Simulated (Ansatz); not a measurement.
```xyz
7

P    -1.0215    0.8021   -0.8542
O    -0.0229   -0.2988   -0.1398
As    1.1618    0.2950    1.0936
H    -2.2525    0.0982   -0.7056
H    -0.8793    0.3661   -2.2039
H     0.7752   -0.7317    2.1586
H     2.3004   -0.5990    0.6055
```

Geometry: PBE0-D4/def2-TZVP.

Computed with RKS PBE0-D4/def2-TZVPP in Ansatz.

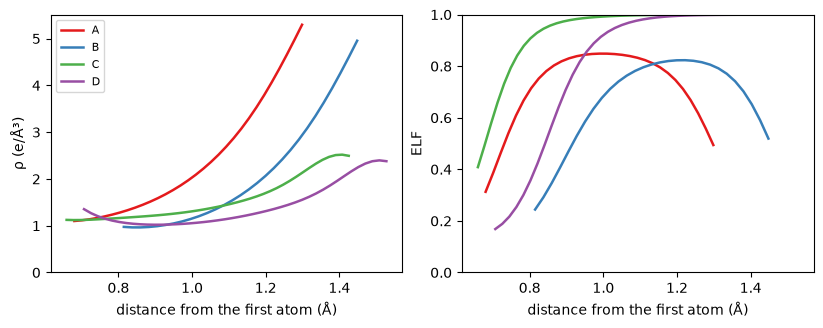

AsH4OP (SMILES PO[AsH2]). Electron density and ELF along straight lines between neighbouring atoms. The curves leave out the atomic cores.

**Which curve belongs to which contact (As–H, As–O, P–H and P–O)? The first atom named is at distance zero.**

Curve A: P–O (1.65 Å): ρ at the midpoint is about 1.3 e/Å³; the ELF peaks at about 0.85 between the atoms; a shared but strongly polarised pair. Curve B: As–O (1.81 Å): the density is about 0.99 e/Å³ at the midpoint; the ELF peaks at about 0.80 between the atoms; a polar covalent bond. Curve C: P–H (1.43 Å): the density is about 1.1 e/Å³ at the midpoint; the ELF climbs to about 1 towards the hydrogen, as it does in any bond to H. Curve D: As–H (1.53 Å): ρ is about 1.1 e/Å³ halfway; the ELF climbs to about 1 towards the hydrogen.
